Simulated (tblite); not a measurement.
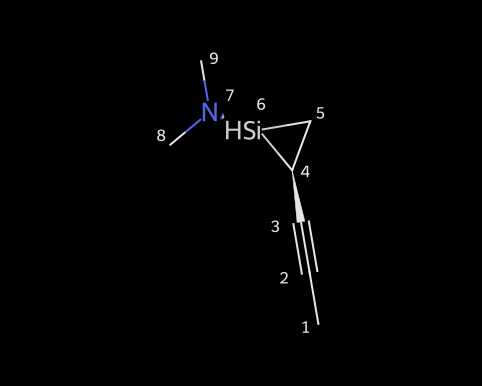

A structural formula, with wedges where it has stereocentres; small numbers name the atoms. The configuration is that of a computed structure (GFN2-xTB).

Question: What are the Cahn–Ingold–Prelog descriptors?

Answer: C4: R; Si6: R.

Question: Give a SMILES with the stereochemistry.

Answer: CC#C[C@@H]1C[Si@H]1N(C)C
